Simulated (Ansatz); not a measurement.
# One shape, several levels: C3H10OSi (trimethylsilanol)

Wanted: a comparison of 4 runs (HF/STO-3G, HF/def2-SVP, PBE0/def2-SVP, B3LYP/def2-TZVP) of C3H10OSi (trimethylsilanol). 

The results are computed with Ansatz 0.2.0.

7 further runs of the same task are left out: 2 for a known fault of the program, 1 that didn't finish, 4 set aside as unsound or not needed. Runs told in other sessions of the task aren't counted.

**1. The structure to begin with**

The species is C3H10OSi (15 atoms), meant as a singlet with charge 0. As SMILES, `C[Si](C)(C)O`. The coordinates come from a PBE0-D4/def2-TZVP relaxation. This is one conformer, not always the lowest.

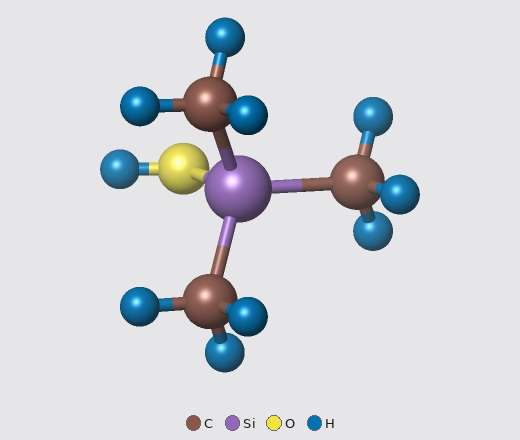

The structure, seen from a chosen angle (carbon brown, silicon purple, oxygen yellow, hydrogen blue).

**2. Energy and gradient at HF/STO-3G (run 1)**

run.yaml reads:

```yaml
crystal:
  periodic: [false, false, false]
  atoms:
    - {symbol: C, position_ang: [-1.759880, 0.191150, 0.071540]}
    - {symbol: Si, position_ang: [0.089930, 0.200980, -0.204700]}
    - {symbol: C, position_ang: [0.959910, 0.370300, 1.442320]}
    - {symbol: C, position_ang: [0.639300, -1.339490, -1.093220]}
    - {symbol: O, position_ang: [0.516200, 1.448090, -1.213440]}
    - {symbol: H, position_ang: [-2.095970, 1.106050, 0.568270]}
    - {symbol: H, position_ang: [-2.057470, -0.651720, 0.702020]}
    - {symbol: H, position_ang: [-2.296730, 0.107790, -0.876880]}
    - {symbol: H, position_ang: [0.664600, 1.288070, 1.959260]}
    - {symbol: H, position_ang: [2.044780, 0.393380, 1.311290]}
    - {symbol: H, position_ang: [0.718200, -0.468650, 2.101280]}
    - {symbol: H, position_ang: [0.405110, -2.234400, -0.510590]}
    - {symbol: H, position_ang: [1.717690, -1.322690, -1.268870]}
    - {symbol: H, position_ang: [0.142180, -1.426990, -2.062380]}
    - {symbol: H, position_ang: [0.312140, 2.338130, -0.925910]}
basis:
  gaussian:
    orbitals: STO-3G
accuracy: high
hamiltonian:
  xc: hf
output: {forces: true, orbitals: {seedname: orbitals}}
```

Started as:

```console
$ ansatz run run.yaml --threads 1 --pin off --max-ram 3480MiB --events-out events.jsonl --progress --plain --runs-dir runs
```

The log of the run (excerpt; [...] marks lines left out):

```text
Warning: RAYON_NUM_THREADS=1 ignored (pool sized by the plan → 1); use --threads N
Functional definition: HF
  name "HF"
[...]
904 factors; integrals over basis functions are off by at most 2.6e-9 eV
[...]
mean field -12995.07389238 eV, -477.5601571675 hartree, gradient 8.9e-9 eV, S^2 0.000000; 0 other end points of the search recorded, 0 dependent functions left out
[...]
reference -12995.07389238 eV, -477.5601571675 hartree; 25, 25 occupied and 14, 14 virtual orbitals, 904 factors
Total energy: -12995.07389238 eV, -477.5601571675 hartree
Atom 0 at    -1.759880     0.191150     0.071540 Å, force    -0.238688    -0.047052     0.109881 eV/Å
Atom 1 at     0.089930     0.200980    -0.204700 Å, force    -0.240542     0.203079     0.450432 eV/Å
Atom 2 at     0.959910     0.370300     1.442320 Å, force     0.057383    -0.027182     0.259241 eV/Å
Atom 3 at     0.639300    -1.339490    -1.093220 Å, force     0.063775    -0.252110    -0.093026 eV/Å
Atom 4 at     0.516200     1.448090    -1.213440 Å, force     0.780518    -1.285181    -1.378459 eV/Å
Atom 5 at    -2.095970     1.106050     0.568270 Å, force     0.128101    -0.433578    -0.255793 eV/Å
Atom 6 at    -2.057470    -0.651720     0.702020 Å, force     0.100754     0.399606    -0.327333 eV/Å
Atom 7 at    -2.296730     0.107790    -0.876880 Å, force     0.184017     0.035025     0.458313 eV/Å
Atom 8 at     0.664600     1.288070     1.959260 Å, force     0.174618    -0.430578    -0.232089 eV/Å
Atom 9 at     2.044780     0.393380     1.311290 Å, force    -0.479028    -0.008488     0.123884 eV/Å
Atom 10 at     0.718200    -0.468650     2.101280 Å, force     0.161038     0.403311    -0.297089 eV/Å
Atom 11 at     0.405110    -2.234400    -0.510590 Å, force     0.131692     0.372357    -0.310574 eV/Å
Atom 12 at     1.717690    -1.322690    -1.268870 Å, force    -0.485771    -0.060271     0.052987 eV/Å
Atom 13 at     0.142180    -1.426990    -2.062380 Å, force     0.250271    -0.011374     0.423784 eV/Å
Atom 14 at     0.312140     2.338130    -0.925910 Å, force    -0.588137     1.142438     1.015842 eV/Å
Dipole moment:    -0.118776     0.046139     0.229313 e Å
```

Wall time 1.6 s (1 thread of Arm Neoverse V2, shared host).

**3. Energy and forces at HF/def2-SVP (run 2)**

job.yaml reads:

```yaml
crystal:
  periodic: [false, false, false]
  atoms:
    - {symbol: C, position_ang: [-1.759880, 0.191150, 0.071540]}
    - {symbol: Si, position_ang: [0.089930, 0.200980, -0.204700]}
    - {symbol: C, position_ang: [0.959910, 0.370300, 1.442320]}
    - {symbol: C, position_ang: [0.639300, -1.339490, -1.093220]}
    - {symbol: O, position_ang: [0.516200, 1.448090, -1.213440]}
    - {symbol: H, position_ang: [-2.095970, 1.106050, 0.568270]}
    - {symbol: H, position_ang: [-2.057470, -0.651720, 0.702020]}
    - {symbol: H, position_ang: [-2.296730, 0.107790, -0.876880]}
    - {symbol: H, position_ang: [0.664600, 1.288070, 1.959260]}
    - {symbol: H, position_ang: [2.044780, 0.393380, 1.311290]}
    - {symbol: H, position_ang: [0.718200, -0.468650, 2.101280]}
    - {symbol: H, position_ang: [0.405110, -2.234400, -0.510590]}
    - {symbol: H, position_ang: [1.717690, -1.322690, -1.268870]}
    - {symbol: H, position_ang: [0.142180, -1.426990, -2.062380]}
    - {symbol: H, position_ang: [0.312140, 2.338130, -0.925910]}
basis:
  gaussian: {orbitals: def2-SVP}
accuracy: high
hamiltonian: {xc: hf}
output: {forces: true, orbitals: {seedname: orbitals}}
```

Started as:

```console
$ ansatz run job.yaml --threads 1 --pin off --max-ram 3480MiB --events-out events.jsonl --progress --plain --runs-dir runs
```

The log of the run (excerpt; [...] marks lines left out):

```text
Warning: RAYON_NUM_THREADS=1 ignored (pool sized by the plan → 1); use --threads N
Functional definition: HF
  name "HF"
[...]
3002 factors; integrals over basis functions are off by at most 9.6e-9 eV
[...]
mean field -13144.90933939 eV, -483.0665082830 hartree, gradient 1.9e-8 eV, S^2 0.000000; 0 other end points of the search recorded, 0 dependent functions left out
[...]
reference -13144.90933939 eV, -483.0665082830 hartree; 25, 25 occupied and 99, 99 virtual orbitals, 3002 factors
Total energy: -13144.90933939 eV, -483.0665082830 hartree
Atom 0 at    -1.759880     0.191150     0.071540 Å, force    -0.250167     0.018268     0.028428 eV/Å
Atom 1 at     0.089930     0.200980    -0.204700 Å, force     0.054814    -0.133575    -0.090730 eV/Å
Atom 2 at     0.959910     0.370300     1.442320 Å, force     0.122518     0.042907     0.216457 eV/Å
[...]
Atom 5 at    -2.095970     1.106050     0.568270 Å, force    -0.029669    -0.003308    -0.005238 eV/Å
Atom 6 at    -2.057470    -0.651720     0.702020 Å, force    -0.013119     0.011318    -0.007161 eV/Å
Atom 7 at    -2.296730     0.107790    -0.876880 Å, force    -0.019157     0.005400     0.014725 eV/Å
Atom 8 at     0.664600     1.288070     1.959260 Å, force     0.021989     0.000137     0.020838 eV/Å
Atom 9 at     2.044780     0.393380     1.311290 Å, force    -0.000884     0.006642     0.023732 eV/Å
Atom 10 at     0.718200    -0.468650     2.101280 Å, force     0.012257     0.012863     0.005652 eV/Å
Atom 11 at     0.405110    -2.234400    -0.510590 Å, force     0.015443    -0.033452    -0.026407 eV/Å
Atom 12 at     1.717690    -1.322690    -1.268870 Å, force    -0.010376    -0.010054    -0.012984 eV/Å
Atom 13 at     0.142180    -1.426990    -2.062380 Å, force     0.017546    -0.008132     0.001064 eV/Å
Atom 14 at     0.312140     2.338130    -0.925910 Å, force     0.212427    -0.688523    -0.330458 eV/Å
Dipole moment:    -0.137880     0.105395     0.259394 e Å
```

Run time: 10 s. Hardware: 1 thread of Arm Neoverse V2, shared host; peak memory 0.49 GiB.

Run 3 isn't shown in full; the table further down has it.

**4. Energy and gradient at B3LYP/def2-TZVP (run 4)**

molecule.yaml reads:

```yaml
crystal:
  periodic: [false, false, false]
  atoms:
    - {symbol: C, position_ang: [-1.759880, 0.191150, 0.071540]}
    - {symbol: Si, position_ang: [0.089930, 0.200980, -0.204700]}
    - {symbol: C, position_ang: [0.959910, 0.370300, 1.442320]}
    - {symbol: C, position_ang: [0.639300, -1.339490, -1.093220]}
    - {symbol: O, position_ang: [0.516200, 1.448090, -1.213440]}
    - {symbol: H, position_ang: [-2.095970, 1.106050, 0.568270]}
    - {symbol: H, position_ang: [-2.057470, -0.651720, 0.702020]}
    - {symbol: H, position_ang: [-2.296730, 0.107790, -0.876880]}
    - {symbol: H, position_ang: [0.664600, 1.288070, 1.959260]}
    - {symbol: H, position_ang: [2.044780, 0.393380, 1.311290]}
    - {symbol: H, position_ang: [0.718200, -0.468650, 2.101280]}
    - {symbol: H, position_ang: [0.405110, -2.234400, -0.510590]}
    - {symbol: H, position_ang: [1.717690, -1.322690, -1.268870]}
    - {symbol: H, position_ang: [0.142180, -1.426990, -2.062380]}
    - {symbol: H, position_ang: [0.312140, 2.338130, -0.925910]}
basis:
  gaussian:
    orbitals: def2-TZVP
output:
  forces: true
  orbitals: {seedname: orbitals}
hamiltonian:
  xc: {name: B3LYP}
accuracy: high
```

Started as:

```console
$ ansatz run molecule.yaml --threads 1 --pin off --max-ram 3480MiB --events-out events.jsonl --progress --plain --runs-dir runs
```

The log of the run (excerpt; [...] marks lines left out):

```text
Warning: RAYON_NUM_THREADS=1 ignored (pool sized by the plan → 1); use --threads N
Functional definition: B3LYP
  name "B3LYP"
[...]
4189 factors; integrals over basis functions are off by at most 5.9e-9 eV
[...]
mean field -13204.65783355 eV, -485.2622249443 hartree, gradient 2.8e-8 eV, S^2 0.000000; 0 other end points of the search recorded, 0 dependent functions left out
[...]
reference -13204.65788349 eV, -485.2622267797 hartree; 25, 25 occupied and 196, 196 virtual orbitals, 4189 factors
Total energy: -13204.65788349 eV, -485.2622267797 hartree
Atom 0 at    -1.759880     0.191150     0.071540 Å, force    -0.120665    -0.000493     0.013410 eV/Å
Atom 1 at     0.089930     0.200980    -0.204700 Å, force    -0.010300    -0.074825     0.030619 eV/Å
Atom 2 at     0.959910     0.370300     1.442320 Å, force     0.060222     0.011506     0.104735 eV/Å
[...]
Atom 5 at    -2.095970     1.106050     0.568270 Å, force    -0.015865    -0.018943    -0.010145 eV/Å
Atom 6 at    -2.057470    -0.651720     0.702020 Å, force    -0.017808     0.019242    -0.011465 eV/Å
Atom 7 at    -2.296730     0.107790    -0.876880 Å, force    -0.010732     0.003391     0.027568 eV/Å
Atom 8 at     0.664600     1.288070     1.959260 Å, force     0.019424    -0.016580     0.007681 eV/Å
Atom 9 at     2.044780     0.393380     1.311290 Å, force    -0.015935     0.003091     0.024768 eV/Å
Atom 10 at     0.718200    -0.468650     2.101280 Å, force     0.017639     0.021457     0.006407 eV/Å
Atom 11 at     0.405110    -2.234400    -0.510590 Å, force     0.013155    -0.001066    -0.026071 eV/Å
Atom 12 at     1.717690    -1.322690    -1.268870 Å, force    -0.019836    -0.020572    -0.008595 eV/Å
Atom 13 at     0.142180    -1.426990    -2.062380 Å, force     0.020724    -0.017801     0.011846 eV/Å
Atom 14 at     0.312140     2.338130    -0.925910 Å, force    -0.009790     0.158266    -0.001306 eV/Å
Dipole moment:    -0.121472     0.087234     0.229261 e Å
```

It took 59 s on 1 thread of Arm Neoverse V2, shared host; peak memory 1.5 GiB.

**5. Overview of the runs**

| run | level | energy (Eh) | dipole moment (D) | HOMO energy (eV) | LUMO energy (eV) | wall time |
| --- | --- | --- | --- | --- | --- | --- |
| 1 | HF/STO-3G | -477.560157 | 1.26 | -8.86 | 13.50 | 1.6 s |
| 2 | HF/def2-SVP | -483.066508 | 1.50 | -11.40 | 4.17 | 10 s |
| 3 | PBE0/def2-SVP | -484.544518 | 1.33 | -7.83 | 1.37 | 19 s |
| 4 | B3LYP/def2-TZVP | -485.262227 | 1.31 | -7.77 | 0.36 | 59 s |

**6. What came out**

```
                       quantity          value
            run 4: total energy  -485.26223 Eh
           run 4: dipole moment         1.31 D
             run 4: HOMO energy       -7.77 eV
             run 4: LUMO energy        0.36 eV
           run 4: HOMO–LUMO gap        8.13 eV
run 4: largest force on an atom     0.159 eV/Å
```

**Reading.** The dipole moment (its size) runs from 1.26 D (HF/STO-3G) to 1.50 D (HF/def2-SVP). The HOMO–LUMO gap runs from 8.13 eV (B3LYP/def2-TZVP) to 22.36 eV (HF/STO-3G). The two ends differ in method and basis. Totals of different functionals can't be ranked against each other. In run 1 the basis is minimal, so the values are rough. All runs together took 89 s, the longest 59 s.
